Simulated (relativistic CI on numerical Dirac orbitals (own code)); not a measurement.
```
atom C  Z=6  charge=4  electrons=2
nucleus A=12  rms_radius_fm=2.4702
hamiltonian dirac-coulomb  breit=on  qed=on  c_scale=1
orbitals kli  potential=per-configuration
slater_scale 0.85
correlation fit
mixing on
configurations
  1s2
  1s 2s
  1s 2p
  1s 3s
  1s 3d
  1s 3p
  1s 4d
  1s 4p
  1s 5p
  1s 6p
end
```

Run as (the task file carries these settings):
```bash
python run_levels.py task.json out
```

Computed by Dirac CI, KLI exchange-only orbitals, Breit term, model QED, valence Slater integrals scaled by 0.85, configurations shifted onto measured levels.

The plot shows absorption lines from the lowest level (oscillator strengths f):

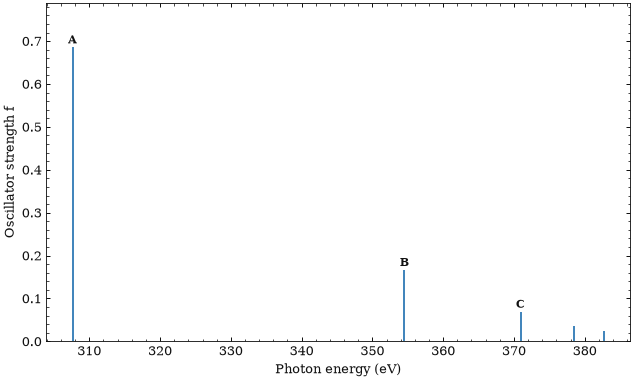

The lettered lines are A: 1s 2p ¹P°₁ ← 1s² ¹S₀, 307.7 eV, f = 0.69; B: 1s 3p ¹P°₁ ← 1s² ¹S₀, 354.5 eV, f = 0.17; C: 1s 4p ¹P°₁ ← 1s² ¹S₀, 370.9 eV, f = 0.070. The strongest, A, lies in the soft X-ray region.

Limits of the model: shifts are fitted to measured levels, configurations with none paired borrow a shift and can be misplaced by tens of thousands of cm⁻¹; one shift a configuration: terms inside it, and wavelengths, can be off by thousands of cm⁻¹; only a limited list of configurations is included, so lower levels can be missing.
